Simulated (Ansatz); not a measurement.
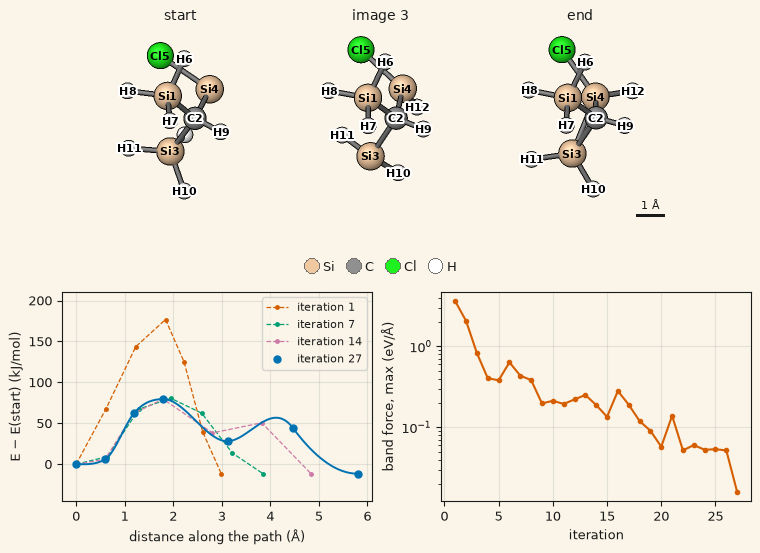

NEB run on CH7ClSi3. Images are numbered from 0 (start) to 6 (end). The plot follows the band through its iterations. The picture is a ball-and-stick view, seen from a free direction.

Theory: Ansatz 0.2.0, RKS PBE/def2-SVP. Set-up: 5 movable images; climbing image; force threshold 0.05 eV/Å; iteration limit 60; starting path through a guess of the saddle point.

Q: Judge this run.

A: The run is converged, with reservations. The band converged in 27 iterations. The largest component of the band force went from 3.6 to 0.016 eV/Å. The climbing image converged on the top of the path. Its vibrational analysis gives one imaginary mode (277i cm⁻¹), as a transition state must have. The first iteration put the highest image at 176.8 kJ/mol. The energy climbs by 79.6 kJ/mol to image 3 and then falls by 91.2 kJ/mol, so the end point sits at −11.6 kJ/mol. The profile has 2 maxima (images 3, 5) with a dip at image 4 (+28.1 kJ/mol), so the process runs in steps.

The run took 3.8 min on 2 threads of Intel(R) Xeon(R) Platinum 8488C (Sapphire Rapids), on a shared host, peak memory 0.2 GiB.
